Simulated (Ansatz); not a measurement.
**Geometry relaxation, with input and output: Si₂H₃OF₃ (part 2 of 2)**

The same run, continued: Si₂H₃OF₃; RKS PBE0-D4/def2-TZVP (Ansatz 0.2.0). 

Geometry of the input (Å):
```
Si -0.7960  0.6512  0.5958
O  0.0863  -0.1088  -0.5985
Si -0.2210  0.0069  -2.2472
F  -1.6938  1.5185  -0.4436
F  -0.1656  1.9084  1.3558
F  -2.0406  -0.1014  1.2674
H  0.0046  1.3858  -2.7301
H  0.7699  -0.9111  -2.8602
H  -1.5935  -0.4578  -2.5428
```

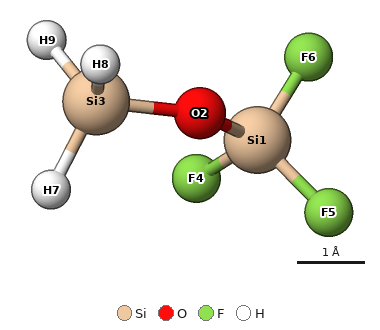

**Figure 1.** The geometry at step 6 of the log (ball-and-stick view, seen at a tilt; atoms are numbered from 1 in the order of the input).

Output, continued:
```
relax step  12: F+E_penalty+E_count = -25998.63128588 eV  Δ(F+E_penalty+E_count) = -1.990e-5 eV  max|allowed force component| = 8.394e-4 eV/Å  Δτ_max = 0.0029 Å  (23 SCF iters, accepted)
1287 factors; their error is unknown
mean field evaluation 96: about -25998.3538 eV, gradient 1.7e-1 eV
mean field -25998.45672875 eV, -955.4256623947 hartree, gradient 1.4e-5 eV, S^2 0.000000; 1 other end points of the search recorded, 0 dependent functions left out
the calculation of the forces begins
reference -25998.45676028 eV, -955.4256635534 hartree; 33, 33 occupied and 183, 183 virtual orbitals, 1287 factors
Total energy: -25998.63131741 eV, -955.4320784096 hartree
Atom 0 at    -1.023748     0.868801     0.518622 Å, force    -0.000072     0.000146    -0.000045 eV/Å
Atom 1 at    -0.335290     0.242434    -0.764792 Å, force    -0.000075     0.000486     0.000759 eV/Å
Atom 2 at    -0.165152    -0.054564    -2.374900 Å, force    -0.000009    -0.000207    -0.000839 eV/Å
Atom 3 at    -2.119287     1.924754     0.125779 Å, force     0.000289    -0.000118     0.000169 eV/Å
Atom 4 at     0.041643     1.586049     1.418880 Å, force    -0.000141    -0.000295    -0.000085 eV/Å
Atom 5 at    -1.714385    -0.245185     1.381097 Å, force     0.000053     0.000050    -0.000434 eV/Å
Atom 6 at     0.181165     1.209719    -3.066307 Å, force    -0.000108    -0.000134    -0.000012 eV/Å
Atom 7 at     0.923310    -1.044861    -2.533223 Å, force     0.000008     0.000136     0.000210 eV/Å
Atom 8 at    -1.437934    -0.595410    -2.908580 Å, force     0.000055    -0.000065     0.000278 eV/Å
Dipole moment:     0.110252    -0.119746    -0.384217 e Å
```

Trajectory as extended XYZ (Å, eV, eV/Å), 12 frames, from step=1 to step=12:
```
9
Properties=species:S:1:pos:R:3:forces:R:3 step=1 energy=-25997.35697
Si   -0.7960    0.6512    0.5958   -1.9989   1.9528  -4.1217
O     0.0863   -0.1088   -0.5985   -0.3739   0.2080   2.5568
Si   -0.2210    0.0069   -2.2472    0.1985  -0.1831   0.2173
F    -1.6938    1.5185   -0.4436   -0.0722   0.0888   0.3003
F    -0.1656    1.9084    1.3558    0.2626  -1.9914   0.4708
F    -2.0406   -0.1014    1.2674    2.0425  -0.1339   0.5600
H     0.0046    1.3858   -2.7301   -0.0101   0.0217   0.0262
H     0.7699   -0.9111   -2.8602   -0.0280   0.0203  -0.0070
H    -1.5935   -0.4578   -2.5428   -0.0205   0.0168  -0.0029
9
Properties=species:S:1:pos:R:3:forces:R:3 step=2 energy=-25998.22338
Si   -0.8770    0.7308    0.4893   -1.1649   1.0984  -1.0065
O     0.0503   -0.0837   -0.5883   -0.7675   0.6124   1.2471
Si   -0.1951   -0.0189   -2.2484    0.1981  -0.1765   0.0254
F    -1.8353    1.6537   -0.4376    0.6322  -0.5982   0.7328
F    -0.1042    1.8076    1.3984   -0.4908  -1.5807  -0.5531
F    -1.9381   -0.1522    1.3171    1.6004   0.6336  -0.4698
H     0.0210    1.3619   -2.7335    0.0171   0.0127   0.0045
H     0.8004   -0.9404   -2.8431   -0.0156   0.0111   0.0287
H    -1.5715   -0.4672   -2.5573   -0.0089  -0.0129  -0.0092
9
Properties=species:S:1:pos:R:3:forces:R:3 step=3 energy=-25998.52202
Si   -0.9371    0.7893    0.4378   -0.4703   0.4332   0.6259
O    -0.0190   -0.0253   -0.5884   -0.2678   0.1808  -0.3186
Si   -0.1826   -0.0330   -2.2616    0.1841  -0.1390   0.2136
F    -1.9287    1.7422   -0.3682    0.4056  -0.3824   0.3552
F    -0.0765    1.7044    1.4070   -0.3579  -0.5079  -0.4492
F    -1.8331   -0.1675    1.3335    0.5069   0.4089  -0.4095
H     0.0487    1.3395   -2.7670    0.0029  -0.0054  -0.0293
H     0.8303   -0.9696   -2.7976   -0.0099   0.0116   0.0427
H    -1.5516   -0.4883   -2.5989    0.0063   0.0002  -0.0307
9
Properties=species:S:1:pos:R:3:forces:R:3 step=4 energy=-25998.57589
Si   -0.9598    0.8099    0.4482   -0.2802   0.2707   0.4966
O    -0.0828    0.0303   -0.6303   -0.0401   0.0592   0.2830
Si   -0.1764   -0.0390   -2.2750    0.1099  -0.1217  -0.4273
F    -1.9767    1.7855   -0.2720    0.2072  -0.1929   0.1495
F    -0.0569    1.6730    1.4094   -0.1588  -0.2237  -0.2281
F    -1.8001   -0.1814    1.3408    0.2160   0.1761  -0.2000
H     0.0827    1.3129   -2.8186   -0.0242   0.0270  -0.0624
H     0.8502   -0.9885   -2.7604    0.0028  -0.0056   0.0590
H    -1.5297   -0.5110   -2.6456   -0.0325   0.0108  -0.0703
9
Properties=species:S:1:pos:R:3:forces:R:3 step=5 energy=-25998.60788
Si   -0.9841    0.8336    0.4838    0.1467  -0.1303  -0.1091
O    -0.1438    0.0839   -0.6516   -0.1632   0.1245  -0.1235
Si   -0.1662   -0.0482   -2.3080    0.0027  -0.0161  -0.0089
F    -2.0209    1.8276   -0.1540   -0.0369   0.0372  -0.0045
F    -0.0378    1.6446    1.4305    0.0790   0.0723   0.0322
F    -1.7691   -0.1913    1.3698   -0.0715  -0.0809   0.0339
H     0.0914    1.2794   -2.9194    0.0571  -0.0206   0.0537
H     0.8830   -1.0204   -2.7005   -0.0416   0.0546   0.0718
H    -1.5023   -0.5174   -2.7540    0.0278  -0.0407   0.0543
9
Properties=species:S:1:pos:R:3:forces:R:3 step=6 energy=-25998.62167
Si   -0.9971    0.8451    0.4975    0.0940  -0.0865  -0.0044
O    -0.2017    0.1346   -0.6857   -0.0588   0.0429  -0.1201
Si   -0.1656   -0.0498   -2.3316   -0.0041  -0.0053   0.0097
F    -2.0582    1.8571   -0.0628   -0.0707   0.0699  -0.0338
F    -0.0163    1.6305    1.4329    0.0579   0.0380   0.0103
F    -1.7497   -0.2086    1.3801   -0.0393  -0.0600   0.0166
H     0.1279    1.2541   -2.9723    0.0270   0.0164   0.0354
H     0.8930   -1.0319   -2.6554    0.0045   0.0058   0.0518
H    -1.4820   -0.5395   -2.8061   -0.0105  -0.0213   0.0344
9
Properties=species:S:1:pos:R:3:forces:R:3 step=7 energy=-25998.62953
Si   -1.0108    0.8560    0.5138   -0.0107   0.0242  -0.1381
O    -0.2788    0.1955   -0.7333   -0.0217   0.0101   0.0547
Si   -0.1665   -0.0520   -2.3607   -0.0012   0.0125   0.0480
F    -2.0951    1.8925    0.0388    0.0209  -0.0195   0.0520
F     0.0197    1.6099    1.4247   -0.0168  -0.0292  -0.0044
F    -1.7305   -0.2317    1.3858    0.0273   0.0122  -0.0017
H     0.1627    1.2326   -3.0235   -0.0011  -0.0085  -0.0035
H     0.9109   -1.0415   -2.5847   -0.0021  -0.0001   0.0007
H    -1.4612   -0.5696   -2.8642    0.0053  -0.0017  -0.0077
9
Properties=species:S:1:pos:R:3:forces:R:3 step=8 energy=-25998.63085
Si   -1.0166    0.8617    0.5135   -0.0124   0.0122   0.0080
O    -0.3015    0.2136   -0.7455    0.0055  -0.0074  -0.0088
Si   -0.1658   -0.0529   -2.3658    0.0036  -0.0028   0.0008
F    -2.1067    1.9058    0.0753   -0.0045   0.0052   0.0074
F     0.0275    1.5994    1.4216    0.0077   0.0025  -0.0008
F    -1.7215   -0.2362    1.3845   -0.0010  -0.0080  -0.0021
H     0.1710    1.2230   -3.0401    0.0005   0.0010  -0.0027
H     0.9153   -1.0437   -2.5639    0.0018  -0.0014   0.0014
H    -1.4515   -0.5790   -2.8829   -0.0013  -0.0012  -0.0033
9
Properties=species:S:1:pos:R:3:forces:R:3 step=9 energy=-25998.63116
Si   -1.0200    0.8650    0.5158   -0.0017   0.0015  -0.0003
O    -0.3168    0.2253   -0.7538   -0.0015   0.0014   0.0002
Si   -0.1654   -0.0538   -2.3698   -0.0001   0.0000  -0.0004
F    -2.1131    1.9141    0.0981   -0.0004   0.0007   0.0031
F     0.0341    1.5945    1.4194    0.0009  -0.0008  -0.0004
F    -1.7179   -0.2404    1.3834    0.0005  -0.0006  -0.0001
H     0.1761    1.2174   -3.0509    0.0006  -0.0005  -0.0014
H     0.9188   -1.0447   -2.5505    0.0011  -0.0008   0.0005
H    -1.4455   -0.5855   -2.8951    0.0006  -0.0008  -0.0013
9
Properties=species:S:1:pos:R:3:forces:R:3 step=10 energy=-25998.63127
Si   -1.0239    0.8684    0.5188    0.0004   0.0012  -0.0019
O    -0.3357    0.2397   -0.7639   -0.0053   0.0064  -0.0041
Si   -0.1657   -0.0540   -2.3749    0.0095  -0.0112   0.0023
F    -2.1200    1.9236    0.1250    0.0038  -0.0039  -0.0004
F     0.0417    1.5876    1.4174   -0.0011  -0.0016  -0.0015
F    -1.7137   -0.2444    1.3834    0.0006   0.0007  -0.0012
H     0.1832    1.2104   -3.0651   -0.0058   0.0006   0.0037
H     0.9225   -1.0447   -2.5342   -0.0028   0.0022   0.0008
H    -1.4381   -0.5947   -2.9100    0.0007   0.0056   0.0021
9
Properties=species:S:1:pos:R:3:forces:R:3 step=11 energy=-25998.63108 accepted=F
Si   -1.0256    0.8701    0.5187    0.0008   0.0002   0.0020
O    -0.3446    0.2464   -0.7697    0.0038  -0.0041   0.0055
Si   -0.1629   -0.0571   -2.3772   -0.0312   0.0299   0.0120
F    -2.1231    1.9282    0.1363    0.0097  -0.0090  -0.0012
F     0.0455    1.5840    1.4152   -0.0031   0.0003  -0.0033
F    -1.7115   -0.2462    1.3822   -0.0017   0.0018  -0.0019
H     0.1805    1.2085   -3.0679    0.0200  -0.0097  -0.0062
H     0.9272   -1.0478   -2.5252   -0.0082   0.0086  -0.0050
H    -1.4353   -0.5943   -2.9158    0.0098  -0.0180  -0.0020
9
Properties=species:S:1:pos:R:3:forces:R:3 step=12 energy=-25998.63129
Si   -1.0237    0.8688    0.5186   -0.0001   0.0001   0.0000
O    -0.3353    0.2424   -0.7648   -0.0001   0.0005   0.0008
Si   -0.1652   -0.0546   -2.3749    0.0000  -0.0002  -0.0008
F    -2.1193    1.9248    0.1258    0.0003  -0.0001   0.0002
F     0.0416    1.5860    1.4189   -0.0001  -0.0003  -0.0001
F    -1.7144   -0.2452    1.3811    0.0001   0.0001  -0.0004
H     0.1812    1.2097   -3.0663   -0.0001  -0.0001   0.0000
H     0.9233   -1.0449   -2.5332    0.0000   0.0001   0.0002
H    -1.4379   -0.5954   -2.9086    0.0001  -0.0001   0.0003
```

Results in brief:

```json
{"quantity": "outcome", "value": "converged"}
{"quantity": "total energy", "value": "−25998.6313 eV"}
{"quantity": "mean-field energy", "value": "−25998.4568 eV"}
{"quantity": "dispersion energy", "value": "−0.1746 eV"}
{"quantity": "SCF solution under orbital rotations", "value": "stable"}
{"quantity": "largest force (length of the vector) at the end", "value": "0.001 eV/Å"}
{"quantity": "dipole moment", "value": "2.00 D"}
{"quantity": "hardware", "value": "4 CPU threads, shared host"}
{"quantity": "wall time", "value": "18 s (CPU time 26 s)"}
{"quantity": "peak memory", "value": "0.91 GiB"}
```
